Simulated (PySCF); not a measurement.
# Cl3Sn: levels of theory

The task, for Cl3Sn: compare levels of theory; the runs are relaxation and vibrations and intensities.

Method: relaxation, HF, def2-tzvpd, and further levels as typed in the inputs, in PySCF 2.14.0.

### 1 The system as given

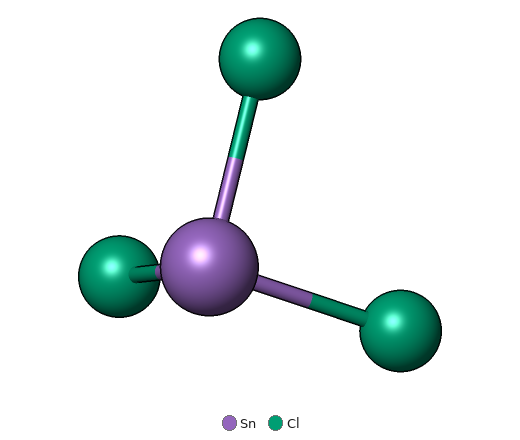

The starting structure, seen from a chosen angle (tin purple, chlorine teal).

Structure file:

```xyz
4

Sn    0.0000    0.0000    0.0000
Cl    2.1000    0.0000    1.4000
Cl   -1.0500    1.8200    1.4000
Cl   -1.0500   -1.8200    1.4000
```

### 2 Relaxation: Cl3Sn, charge -1

run.py reads:

```python
from pyscf import gto, scf
from pyscf.geomopt.geometric_solver import optimize
mol = gto.M(atom="mol.xyz", basis="def2-tzvpd", charge=-1, verbose=4)
mol.set(ecp='def2-tzvpd').build()
mf = scf.RHF(mol).run(conv_tol=1e-9)
m = optimize(mf, maxsteps=60)
print("optimised structure (A):")
for k in range(m.natm): print(m.atom_symbol(k), *(f"{x:.8f}" for x in m.atom_coords(unit="A")[k]))
```

Run with:

```sh
$ python run.py
```

Output:

```text
[INPUT] num. atoms = 4
[INPUT] num. electrons = 102
[INPUT] charge = -1
[INPUT] spin (= nelec alpha-beta = 2S) = 0
[INPUT] symmetry False subgroup None
[INPUT] Mole.unit = angstrom
[INPUT] Symbol           X                Y                Z      unit          X                Y                Z       unit  Magmom
[INPUT]  1 Sn     0.000000000000   0.000000000000   0.000000000000 AA    0.000000000000   0.000000000000   0.000000000000 Bohr   0.0
[INPUT]  2 Cl     2.100000000000   0.000000000000   1.400000000000 AA    3.968424861587   0.000000000000   2.645616574391 Bohr   0.0
[INPUT]  3 Cl    -1.050000000000   1.820000000000   1.400000000000 AA   -1.984212430793   3.439301546708   2.645616574391 Bohr   0.0
[INPUT]  4 Cl    -1.050000000000  -1.820000000000   1.400000000000 AA   -1.984212430793  -3.439301546708   2.645616574391 Bohr   0.0

nuclear repulsion = 660.605168775622
number of shells = 66
number of NR pGTOs = 313
number of NR cGTOs = 194
basis = def2-tzvpd
ecp = {}

WARN: ECP not specified. The basis set def2-tzvpd include an ECP. Recommended ECP: def2-TZVPD.

******** <class 'pyscf.scf.hf.RHF'> ********
method = RHF
initial guess = minao
damping factor = 0
level_shift factor = 0
DIIS = <class 'pyscf.scf.diis.CDIIS'>
diis_start_cycle = 1
diis_space = 8
diis_damp = 0
SCF conv_tol = 1e-09
SCF conv_tol_grad = None
SCF max_cycles = 50
direct_scf = True
direct_scf_tol = 1e-13
Set gradient conv threshold to 3.16228e-05
Initial guess from minao.
init E= -1554.31567542123
  HOMO = -0.664097504707653  LUMO = -0.404403393188714  gap/eV = 7.06664
cycle= 1 E= -1591.55406011064  delta_E= -37.2  |g|= 2.08  |ddm|= 31.3
  HOMO = -0.0235596764392341  LUMO = 0.162288461936846  gap/eV = 5.05719
cycle= 2 E= -1591.9858376716  delta_E= -0.432  |g|= 1.02  |ddm|= 4.67
  HOMO = -0.185659451340039  LUMO = 0.154864910771225  gap/eV = 9.26614
cycle= 3 E= -1592.1349829302  delta_E= -0.149  |g|= 0.118  |ddm|= 1.24
  HOMO = -0.190580148696585  LUMO = 0.156554220136484  gap/eV = 9.44601
cycle= 4 E= -1592.13816825671  delta_E= -0.00319  |g|= 0.0273  |ddm|= 0.19
  HOMO = -0.192391702678008  LUMO = 0.156501507783275  gap/eV = 9.49387
cycle= 5 E= -1592.13837468255  delta_E= -0.000206  |g|= 0.00728  |ddm|= 0.034
  HOMO = -0.193518099519528  LUMO = 0.156579934797328  gap/eV = 9.52665
cycle= 6 E= -1592.1384226381  delta_E= -4.8e-05  |g|= 0.00164  |ddm|= 0.0296
  HOMO = -0.193723825883728  LUMO = 0.156600681694315  gap/eV = 9.53282
cycle= 7 E= -1592.13842417805  delta_E= -1.54e-06  |g|= 0.000494  |ddm|= 0.00423
  HOMO = -0.193728328397724  LUMO = 0.156599654618406  gap/eV = 9.53291
cycle= 8 E= -1592.13842430657  delta_E= -1.29e-07  |g|= 0.00011  |ddm|= 0.00125
  HOMO = -0.193714884505566  LUMO = 0.156605151850146  gap/eV = 9.53269
cycle= 9 E= -1592.13842431806  delta_E= -1.15e-08  |g|= 3.03e-05  |ddm|= 0.000377
  HOMO = -0.193719126973171  LUMO = 0.156604657953332  gap/eV = 9.53280
cycle= 10 E= -1592.13842431873  delta_E= -6.71e-10  |g|= 1.06e-05  |ddm|= 7.26e-05
  HOMO = -0.193717609432005  LUMO = 0.156605032133814  gap/eV = 9.53276
Extra cycle  E= -1592.13842431883  delta_E= -9.39e-11  |g|= 5.28e-06  |ddm|= 2.86e-05
converged SCF energy = -1592.13842431883
Create scanner for <class 'pyscf.grad.rhf.Gradients'>
Create scanner for <class 'pyscf.scf.hf.RHF'>

Geometry optimization cycle 1
Cartesian coordinates (Angstrom)
 Atom        New coordinates             dX        dY        dZ
  Sn   0.000000   0.000000   0.000000    0.000000  0.000000  0.000000
  Cl   2.100000   0.000000   1.400000    0.000000  0.000000 -0.000000
  Cl  -1.050000   1.820000   1.400000    0.000000  0.000000 -0.000000
  Cl  -1.050000  -1.820000   1.400000    0.000000  0.000000 -0.000000

WARN: Mole.unit (angstrom) is changed to Bohr

New geometry
   1 Sn     0.000000000000   0.000000000000   0.000000000000 AA    0.000000000000   0.000000000000   0.000000000000 Bohr
   2 Cl     2.100000000000   0.000000000000   1.400000000000 AA    3.968424861587   0.000000000000   2.645616574391 Bohr
   3 Cl    -1.050000000000   1.820000000000   1.400000000000 AA   -1.984212430793   3.439301546708   2.645616574391 Bohr
   4 Cl    -1.050000000000  -1.820000000000   1.400000000000 AA   -1.984212430793  -3.439301546708   2.645616574391 Bohr

******** <class 'pyscf.scf.hf.RHF_Scanner'> ********
method = RHF_Scanner
initial guess = minao
damping factor = 0
level_shift factor = 0
DIIS = <class 'pyscf.scf.diis.CDIIS'>
diis_start_cycle = 1
diis_space = 8
diis_damp = 0
SCF conv_tol = 1e-09
SCF conv_tol_grad = None
SCF max_cycles = 50
direct_scf = True
direct_scf_tol = 1e-13
Set gradient conv threshold to 3.16228e-05
init E= -1592.13842431883
  HOMO = -0.193718116539189  LUMO = 0.156604989517677  gap/eV = 9.53278
cycle= 1 E= -1592.13842431885  delta_E= -1.77e-11  |g|= 2.64e-06  |ddm|= 1.18e-05
  HOMO = -0.193717802839204  LUMO = 0.15660507639197  gap/eV = 9.53277
Extra cycle  E= -1592.13842431886  delta_E= -1.52e-11  |g|= 1.39e-06  |ddm|= 7.47e-06
converged SCF energy = -1592.13842431886

******** <class 'pyscf.grad.rhf.Gradients_Scanner'> for <class 'pyscf.scf.hf.RHF_Scanner'> ********
unit = Eh/Bohr
--------------- RHF_Scanner gradients ---------------
         x                y                z
0 Sn     0.0000598238    -0.0000000000    -0.0242402557
1 Cl     0.0040914274     0.0000000000     0.0080534971
2 Cl    -0.0020756256     0.0036365218     0.0080933793
3 Cl    -0.0020756256    -0.0036365218     0.0080933793
----------------------------------------------
cycle 1: E = -1592.13842432  dE = -1592.14  norm(grad) = 0.0289009

Geometry optimization cycle 2
Cartesian coordinates (Angstrom)
 Atom        New coordinates             dX        dY        dZ
  Sn  -0.000023  -0.000000   0.090076   -0.000023 -0.000000  0.090076
  Cl   2.120123  -0.000000   1.369985    0.020123 -0.000000 -0.030015
  Cl  -1.060050   1.836497   1.369970   -0.010050  0.016497 -0.030030
  Cl  -1.060050  -1.836497   1.369970   -0.010050 -0.016497 -0.030030
New geometry
   1 Sn    -0.000022806641  -0.000000000001   0.090075718931 AA   -0.000043098306  -0.000000000002   0.170218439252 Bohr
   2 Cl     2.120122671093  -0.000000000000   1.369984891965 AA    4.006451198848  -0.000000000000   2.588896240606 Bohr
   3 Cl    -1.060049932222   1.836497340363   1.369969694558 AA   -2.003204050263   3.470477001779   2.588867521668 Bohr
   4 Cl    -1.060049932221  -1.836497340367   1.369969694557 AA   -2.003204050261  -3.470477001785   2.588867521667 Bohr

******** <class 'pyscf.scf.hf.RHF_Scanner'> ********
method = RHF_Scanner
initial guess = minao
damping factor = 0
level_shift factor = 0
DIIS = <class 'pyscf.scf.diis.CDIIS'>
diis_start_cycle = 1
diis_space = 8
diis_damp = 0
SCF conv_tol = 1e-09
SCF conv_tol_grad = None
SCF max_cycles = 50
direct_scf = True
direct_scf_tol = 1e-13
Set gradient conv threshold to 3.16228e-05
init E= -1592.17477999431
  HOMO = -0.17013198799135  LUMO = 0.161289685548162  gap/eV = 9.01844
cycle= 1 E= -1592.14097393465  delta_E= 0.0338  |g|= 0.024  |ddm|= 0.138
  HOMO = -0.180267997474873  LUMO = 0.159087591122722  gap/eV = 9.23434
cycle= 2 E= -1592.14116550304  delta_E= -0.000192  |g|= 0.0123  |ddm|= 0.0369
  HOMO = -0.180286675098898  LUMO = 0.159033701698941  gap/eV = 9.23338
cycle= 3 E= -1592.14120098943  delta_E= -3.55e-05  |g|= 0.00316  |ddm|= 0.012
  HOMO = -0.180557227225098  LUMO = 0.159035339477185  gap/eV = 9.24078
cycle= 4 E= -1592.14121028701  delta_E= -9.3e-06  |g|= 0.000888  |ddm|= 0.00795
  HOMO = -0.180620979844457  LUMO = 0.1590313373235  gap/eV = 9.24241
cycle= 5 E= -1592.14121108855  delta_E= -8.02e-07  |g|= 0.000302  |ddm|= 0.0026
  HOMO = -0.180644863935855  LUMO = 0.159033254215267  gap/eV = 9.24311
cycle= 6 E= -1592.14121114143  delta_E= -5.29e-08  |g|= 9.08e-05  |ddm|= 0.000521
  HOMO = -0.180641430841926  LUMO = 0.159034095006645  gap/eV = 9.24304
cycle= 7 E= -1592.14121114614  delta_E= -4.71e-09  |g|= 2.17e-05  |ddm|= 0.000197
  HOMO = -0.180644032774444  LUMO = 0.15903362619913  gap/eV = 9.24310
cycle= 8 E= -1592.14121114641  delta_E= -2.7e-10  |g|= 6.67e-06  |ddm|= 4.44e-05
  HOMO = -0.180642861183657  LUMO = 0.159033797382309  gap/eV = 9.24307
Extra cycle  E= -1592.14121114644  delta_E= -2.41e-11  |g|= 3.28e-06  |ddm|= 1.2e-05
converged SCF energy = -1592.14121114644

******** <class 'pyscf.grad.rhf.Gradients_Scanner'> for <class 'pyscf.scf.hf.RHF_Scanner'> ********
unit = Eh/Bohr
--------------- RHF_Scanner gradients ---------------
         x                y                z
0 Sn     0.0000226884     0.0000000000    -0.0020895791
1 Cl    -0.0005053528     0.0000000000     0.0006873733
2 Cl     0.0002413322    -0.0004064458     0.0007011029
3 Cl     0.0002413322     0.0004064458     0.0007011029
----------------------------------------------
cycle 2: E = -1592.14121115  dE = -0.00278683  norm(grad) = 0.00255435

Geometry optimization cycle 3
Cartesian coordinates (Angstrom)
 Atom        New coordinates             dX        dY        dZ
  Sn  -0.000031  -0.000000   0.107071   -0.000008 -0.000000  0.016995
  Cl   2.133542  -0.000000   1.364323    0.013420 -0.000000 -0.005662
  Cl  -1.066756   1.847809   1.364303   -0.006706  0.011311 -0.005667
  Cl  -1.066756  -1.847809   1.364303   -0.006706 -0.011311 -0.005667
New geometry
   1 Sn    -0.000030630509  -0.000000000003   0.107070899226 AA   -0.000057883273  -0.000000000005   0.202334675448 Bohr
   2 Cl     2.133542267241  -0.000000000001   1.364323296136 AA    4.031810560270  -0.000000000002   2.578197375062 Bohr
   3 Cl    -1.066755818357   1.847808547261   1.364302902342 AA   -2.015876338481   3.491852084954   2.578158836375 Bohr
   4 Cl    -1.066755818356  -1.847808547270   1.364302902339 AA   -2.015876338479  -3.491852084970   2.578158836369 Bohr

******** <class 'pyscf.scf.hf.RHF_Scanner'> ********
method = RHF_Scanner
initial guess = minao
damping factor = 0
level_shift factor = 0
DIIS = <class 'pyscf.scf.diis.CDIIS'>
diis_start_cycle = 1
diis_space = 8
diis_damp = 0
SCF conv_tol = 1e-09
SCF conv_tol_grad = None
SCF max_cycles = 50
direct_scf = True
direct_scf_tol = 1e-13
Set gradient conv threshold to 3.16228e-05
init E= -1592.14280584922
  HOMO = -0.177897982503318  LUMO = 0.159575513521503  gap/eV = 9.18312
cycle= 1 E= -1592.14126828544  delta_E= 0.00154  |g|= 0.00311  |ddm|= 0.0245
  HOMO = -0.179169197134296  LUMO = 0.159308837553013  gap/eV = 9.21046
cycle= 2 E= -1592.14127436501  delta_E= -6.08e-06  |g|= 0.00144  |ddm|= 0.00574
  HOMO = -0.179284114949152  LUMO = 0.159301666599366  gap/eV = 9.21339
cycle= 3 E= -1592.14127542004  delta_E= -1.06e-06  |g|= 0.000612  |ddm|= 0.00231
  HOMO = -0.179310251256644  LUMO = 0.159297047841268  gap/eV = 9.21397
cycle= 4 E= -1592.1412757662  delta_E= -3.46e-07  |g|= 0.000163  |ddm|= 0.00152
  HOMO = -0.179335987959454  LUMO = 0.159294262098865  gap/eV = 9.21460
cycle= 5 E= -1592.14127578713  delta_E= -2.09e-08  |g|= 5.13e-05  |ddm|= 0.000443
  HOMO = -0.179334726960061  LUMO = 0.159294484016908  gap/eV = 9.21457
cycle= 6 E= -1592.14127578878  delta_E= -1.65e-09  |g|= 1.3e-05  |ddm|= 0.000115
  HOMO = -0.179336974805989  LUMO = 0.159294353107717  gap/eV = 9.21463
cycle= 7 E= -1592.14127578891  delta_E= -1.26e-10  |g|= 3.68e-06  |ddm|= 3.99e-05
  HOMO = -0.179337123262038  LUMO = 0.159294303921112  gap/eV = 9.21463
Extra cycle  E= -1592.14127578892  delta_E= -9.09e-12  |g|= 1.67e-06  |ddm|= 8.21e-06
converged SCF energy = -1592.14127578892

******** <class 'pyscf.grad.rhf.Gradients_Scanner'> for <class 'pyscf.scf.hf.RHF_Scanner'> ********
unit = Eh/Bohr
--------------- RHF_Scanner gradients ---------------
         x                y                z
0 Sn    -0.0000001835     0.0000000000     0.0002021318
1 Cl    -0.0001740900     0.0000000000    -0.0000673036
2 Cl     0.0000871367    -0.0001468835    -0.0000674141
3 Cl     0.0000871367     0.0001468835    -0.0000674141
----------------------------------------------
cycle 3: E = -1592.14127579  dE = -6.46425e-05  norm(grad) = 0.00037831

Geometry optimization cycle 4
Cartesian coordinates (Angstrom)
 Atom        New coordinates             dX        dY        dZ
  Sn  -0.000015  -0.000000   0.107359    0.000016 -0.000000  0.000288
  Cl   2.135024  -0.000000   1.364220    0.001482 -0.000000 -0.000103
  Cl  -1.067505   1.849030   1.364210   -0.000749  0.001221 -0.000092
  Cl  -1.067505  -1.849030   1.364210   -0.000749 -0.001221 -0.000092
New geometry
   1 Sn    -0.000014518588  -0.000000000003   0.107358951217 AA   -0.000027436155  -0.000000000006   0.202879014821 Bohr
   2 Cl     2.135024426620  -0.000000000002   1.364220116113 AA    4.034611435568  -0.000000000004   2.578002393077 Bohr
   3 Cl    -1.067504953999   1.849029513083   1.364210466353 AA   -2.017291999674   3.494159375965   2.577984157672 Bohr
   4 Cl    -1.067504953996  -1.849029513094   1.364210466348 AA   -2.017291999668  -3.494159375986   2.577984157664 Bohr

******** <class 'pyscf.scf.hf.RHF_Scanner'> ********
method = RHF_Scanner
initial guess = minao
damping factor = 0
level_shift factor = 0
DIIS = <class 'pyscf.scf.diis.CDIIS'>
diis_start_cycle = 1
diis_space = 8
diis_damp = 0
SCF conv_tol = 1e-09
SCF conv_tol_grad = None
SCF max_cycles = 50
direct_scf = True
direct_scf_tol = 1e-13
Set gradient conv threshold to 3.16228e-05
init E= -1592.14076558253
  HOMO = -0.179511959710185  LUMO = 0.159282014161473  gap/eV = 9.21905
cycle= 1 E= -1592.141276355  delta_E= -0.000511  |g|= 0.000447  |ddm|= 0.0026
  HOMO = -0.179470443582983  LUMO = 0.159286685314006  gap/eV = 9.21805
cycle= 2 E= -1592.14127640402  delta_E= -4.9e-08  |g|= 0.000228  |ddm|= 0.00064
  HOMO = -0.179475925747744  LUMO = 0.159287474412035  gap/eV = 9.21822
cycle= 3 E= -1592.14127641602  delta_E= -1.2e-08  |g|= 4.62e-05  |ddm|= 0.000303
  HOMO = -0.179475434811662  LUMO = 0.159286799492999  gap/eV = 9.21819
cycle= 4 E= -1592.14127641847  delta_E= -2.45e-09  |g|= 1.42e-05  |ddm|= 0.000249
  HOMO = -0.17947723853069  LUMO = 0.159286455350461  gap/eV = 9.21823
cycle= 5 E= -1592.14127641864  delta_E= -1.79e-10  |g|= 5.78e-06  |ddm|= 6.83e-05
  HOMO = -0.179477073504691  LUMO = 0.159286426509036  gap/eV = 9.21822
Extra cycle  E= -1592.14127641867  delta_E= -2.21e-11  |g|= 2.87e-06  |ddm|= 1.52e-05
converged SCF energy = -1592.14127641867

******** <class 'pyscf.grad.rhf.Gradients_Scanner'> for <class 'pyscf.scf.hf.RHF_Scanner'> ********
unit = Eh/Bohr
--------------- RHF_Scanner gradients ---------------
         x                y                z
0 Sn    -0.0000005375    -0.0000000000    -0.0000049500
1 Cl     0.0000006327     0.0000000000     0.0000018626
2 Cl    -0.0000000476     0.0000018399     0.0000015437
3 Cl    -0.0000000476    -0.0000018399     0.0000015437
----------------------------------------------
cycle 4: E = -1592.14127642  dE = -6.29748e-07  norm(grad) = 6.34055e-06

Geometry optimization cycle 5
Cartesian coordinates (Angstrom)
 Atom        New coordinates             dX        dY        dZ
  Sn  -0.000007  -0.000000   0.107378    0.000007 -0.000000  0.000020
  Cl   2.135040  -0.000000   1.364210    0.000016 -0.000000 -0.000010
  Cl  -1.067517   1.849019   1.364206   -0.000012 -0.000010 -0.000005
  Cl  -1.067517  -1.849019   1.364206   -0.000012  0.000010 -0.000005
New geometry
   1 Sn    -0.000007104297  -0.000000000003   0.107378482553 AA   -0.000013425176  -0.000000000006   0.202915923697 Bohr
   2 Cl     2.135040390885  -0.000000000002   1.364210271965 AA    4.034641603657  -0.000000000004   2.577983790333 Bohr
   3 Cl    -1.067516643272   1.849019350254   1.364205622767 AA   -2.017314089200   3.494140171000   2.577975004621 Bohr
   4 Cl    -1.067516643268  -1.849019350268   1.364205622760 AA   -2.017314089191  -3.494140171028   2.577975004608 Bohr

******** <class 'pyscf.scf.hf.RHF_Scanner'> ********
method = RHF_Scanner
initial guess = minao
damping factor = 0
level_shift factor = 0
DIIS = <class 'pyscf.scf.diis.CDIIS'>
diis_start_cycle = 1
diis_space = 8
diis_damp = 0
SCF conv_tol = 1e-09
SCF conv_tol_grad = None
SCF max_cycles = 50
direct_scf = True
direct_scf_tol = 1e-13
Set gradient conv threshold to 3.16228e-05
init E= -1592.14128312919
  HOMO = -0.179472354634998  LUMO = 0.159287165084432  gap/eV = 9.21812
cycle= 1 E= -1592.14127641883  delta_E= 6.71e-06  |g|= 5.82e-06  |ddm|= 3.59e-05
  HOMO = -0.179474267713052  LUMO = 0.159286796718409  gap/eV = 9.21816
cycle= 2 E= -1592.14127641885  delta_E= -1.14e-11  |g|= 2.94e-06  |ddm|= 9.96e-06
  HOMO = -0.179474522072424  LUMO = 0.159286759295853  gap/eV = 9.21816
Extra cycle  E= -1592.14127641885  delta_E= -6.82e-12  |g|= 1.4e-06  |ddm|= 4.34e-06
converged SCF energy = -1592.14127641885

******** <class 'pyscf.grad.rhf.Gradients_Scanner'> for <class 'pyscf.scf.hf.RHF_Scanner'> ********
unit = Eh/Bohr
--------------- RHF_Scanner gradients ---------------
         x                y                z
0 Sn    -0.0000003109    -0.0000000000     0.0000000096
1 Cl    -0.0000003398     0.0000000000     0.0000001307
2 Cl     0.0000003254     0.0000002106    -0.0000000702
3 Cl     0.0000003254    -0.0000002106    -0.0000000702
----------------------------------------------
cycle 5: E = -1592.14127642  dE = -1.86219e-10  norm(grad) = 7.34577e-07
optimised structure (A):
Sn -0.00000710 -0.00000000 0.10737848
Cl 2.13504039 -0.00000000 1.36421027
Cl -1.06751664 1.84901935 1.36420562
Cl -1.06751664 -1.84901935 1.36420562
```

Run time: 76 s. Hardware: 4 threads of Intel Xeon 6975P-C (Granite Rapids), shared host.

### 3 Vibrations and intensities: vibrations and intensities, HF, def2-tzvpd

It takes the final geometry of step 2.

run.py reads:

```python
from pyscf import gto, scf
from pyscf.hessian import thermo
import numpy as np
mol = gto.M(atom="mol.xyz", basis="def2-tzvpd", charge=-1, verbose=4)
mol.set(ecp='def2-tzvpd').build()
mf = scf.RHF(mol).run(conv_tol=1e-9)
mol.verbose = 0; x = mol.atom_coords(); n = x.size; h = np.zeros((n, n + 3))
def point(d):
    m = mol.set_geom_(x + d.reshape(-1, 3), unit="Bohr", inplace=False); s = scf.RHF(m)
    s.run(mf.make_rdm1(), conv_tol=1e-10); g = s.nuc_grad_method()
    return np.append(g.kernel(), s.dip_moment(unit="AU", verbose=0))
for k in range(n): d = np.zeros(n); d[k] = 0.01; h[k] = (point(d) - point(-d)) / 0.02
H = (h[:, :n] + h[:, :n].T) / 2
f = thermo.harmonic_analysis(mol, H.reshape(mol.natm, 3, mol.natm, 3).transpose(0, 2, 1, 3))
print("harmonic vibrations: frequency (1/cm), infrared intensity (km/mol)")
for w, q in zip(f["freq_wavenumber"], f["norm_mode"]): t = q.ravel() @ h[:, n:]; print(f"  {w.real - w.imag:9.2f} {974.88 * t @ t:9.2f}")
```

Run with:

```sh
$ python run.py
```

Output:

```text
[INPUT] num. atoms = 4
[INPUT] num. electrons = 102
[INPUT] charge = -1
[INPUT] spin (= nelec alpha-beta = 2S) = 0
[INPUT] symmetry False subgroup None
[INPUT] Mole.unit = angstrom
[INPUT] Symbol           X                Y                Z      unit          X                Y                Z       unit  Magmom
[INPUT]  1 Sn    -0.000007100000   0.000000000000   0.107378480000 AA   -0.000013417055   0.000000000000   0.202915918872 Bohr   0.0
[INPUT]  2 Cl     2.135040390000   0.000000000000   1.364210270000 AA    4.034641601985   0.000000000000   2.577983786619 Bohr   0.0
[INPUT]  3 Cl    -1.067516640000   1.849019350000   1.364205620000 AA   -2.017314083016   3.494140170521   2.577974999392 Bohr   0.0
[INPUT]  4 Cl    -1.067516640000  -1.849019350000   1.364205620000 AA   -2.017314083016  -3.494140170521   2.577974999392 Bohr   0.0

nuclear repulsion = 668.725918243832
number of shells = 66
number of NR pGTOs = 313
number of NR cGTOs = 194
basis = def2-tzvpd
ecp = {}

WARN: ECP not specified. The basis set def2-tzvpd include an ECP. Recommended ECP: def2-TZVPD.

******** <class 'pyscf.scf.hf.RHF'> ********
method = RHF
initial guess = minao
damping factor = 0
level_shift factor = 0
DIIS = <class 'pyscf.scf.diis.CDIIS'>
diis_start_cycle = 1
diis_space = 8
diis_damp = 0
SCF conv_tol = 1e-09
SCF conv_tol_grad = None
SCF max_cycles = 50
direct_scf = True
direct_scf_tol = 1e-13
Set gradient conv threshold to 3.16228e-05
[... 1 set-up line as earlier in the session ...]
init E= -1554.39335144231
  HOMO = -0.656609371003727  LUMO = -0.389208635173183  gap/eV = 7.27634
cycle= 1 E= -1591.5363954786  delta_E= -37.1  |g|=  2.1  |ddm|= 31.3
  HOMO = -0.00083549770833713  LUMO = 0.162403064569292  gap/eV = 4.44195
cycle= 2 E= -1591.97782016538  delta_E= -0.441  |g|= 1.05  |ddm|= 4.72
  HOMO = -0.171875829747811  LUMO = 0.158199564637375  gap/eV = 8.98181
cycle= 3 E= -1592.13781963629  delta_E= -0.16  |g|= 0.118  |ddm|=  1.3
  HOMO = -0.176583105541899  LUMO = 0.159261283338512  gap/eV = 9.13879
cycle= 4 E= -1592.14102385056  delta_E= -0.0032  |g|= 0.0266  |ddm|= 0.196
  HOMO = -0.17827383865984  LUMO = 0.159270879902542  gap/eV = 9.18506
cycle= 5 E= -1592.14122704962  delta_E= -0.000203  |g|= 0.0073  |ddm|= 0.0388
  HOMO = -0.17931574035979  LUMO = 0.159276335869433  gap/eV = 9.21356
cycle= 6 E= -1592.14127449594  delta_E= -4.74e-05  |g|= 0.00173  |ddm|= 0.033
  HOMO = -0.179485294671875  LUMO = 0.159284524123627  gap/eV = 9.21840
cycle= 7 E= -1592.1412762351  delta_E= -1.74e-06  |g|= 0.000515  |ddm|= 0.00494
  HOMO = -0.179491260493804  LUMO = 0.159283064688718  gap/eV = 9.21852
cycle= 8 E= -1592.14127640054  delta_E= -1.65e-07  |g|= 0.000128  |ddm|= 0.00154
  HOMO = -0.179472665784651  LUMO = 0.159286717218401  gap/eV = 9.21811
cycle= 9 E= -1592.14127641775  delta_E= -1.72e-08  |g|= 3.35e-05  |ddm|= 0.000528
  HOMO = -0.179476688299251  LUMO = 0.159286454041273  gap/eV = 9.21821
cycle= 10 E= -1592.14127641872  delta_E= -9.7e-10  |g|= 1.08e-05  |ddm|= 0.000108
  HOMO = -0.179474512476521  LUMO = 0.15928670848211  gap/eV = 9.21816
Extra cycle  E= -1592.14127641881  delta_E= -9.41e-11  |g|= 5.4e-06  |ddm|= 3.34e-05
converged SCF energy = -1592.14127641881
harmonic vibrations: frequency (1/cm), infrared intensity (km/mol)
     104.82      0.77
     104.82      0.77
     133.21      4.64
     265.43    123.31
     265.43    123.29
     300.30     66.50
```

It took 6 min on 4 threads of Intel Xeon 6975P-C (Granite Rapids), shared host.

Harmonic frequencies from the force constants, with isotope-averaged masses (PySCF's default) and rigid motions projected out (i: imaginary):

```tsv
mode	cm⁻¹	IR (km/mol)
1	105	0.8
2	105	0.8
3	133	4.6
4	265	123.3
5	265	123.3
6	300	66.5
```

[end of part 1 of 3]
